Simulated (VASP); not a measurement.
System: Sn₂Ge.

```
Sn Ge
1.0
     6.79166    0.00000    0.00000
     0.00000    6.79166    0.00000
     0.00000    0.00000    6.79166
Sn Ge
8 4
Direct
  0.75000 0.25000 0.25000
  0.25000 0.75000 0.25000
  0.25000 0.25000 0.75000
  0.75000 0.75000 0.75000
  0.25000 0.25000 0.25000
  0.75000 0.75000 0.25000
  0.75000 0.25000 0.75000
  0.25000 0.75000 0.75000
  0.00000 0.00000 0.00000
  0.50000 0.50000 0.00000
  0.50000 0.00000 0.50000
  0.00000 0.50000 0.50000
```

Space group Fm-3m.

These are results of Kohn-Sham DFT of a periodic cell, LDA, VASP PAW LDA potentials, recommended in VASP 6.6.1, not measurements.

Q: What will maps of the valence pseudo-density and electron localisation function show?

A: Sn–Ge (2.94 Å): ρ is about 0.24 e/Å³ halfway; the ELF is about 0.45 at the midpoint.

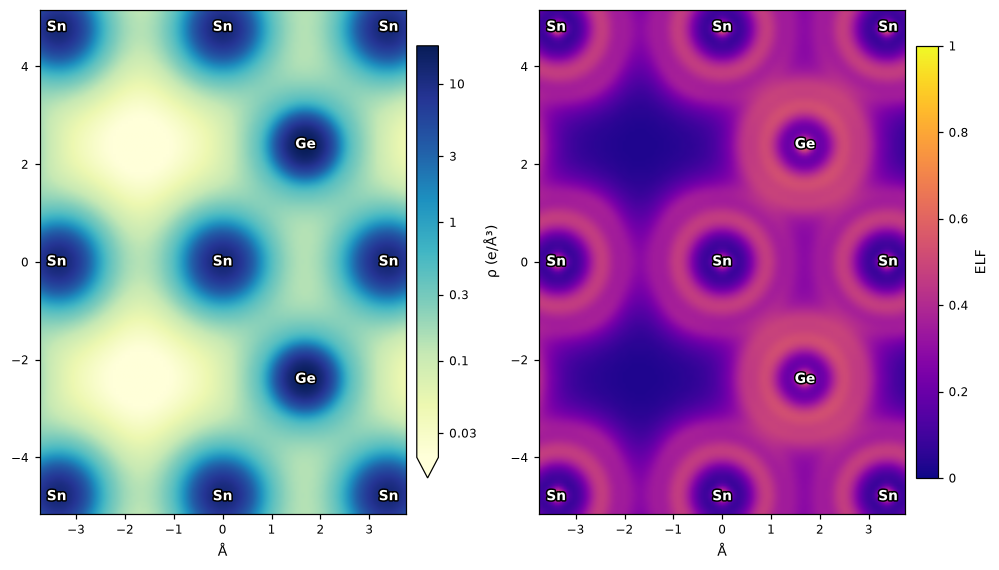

Computed valence pseudo-density and electron localisation function on the (110) plane of the conventional cell, in this order. 

In a PAW calculation such maps are meaningful between the atoms, not at the nuclei.
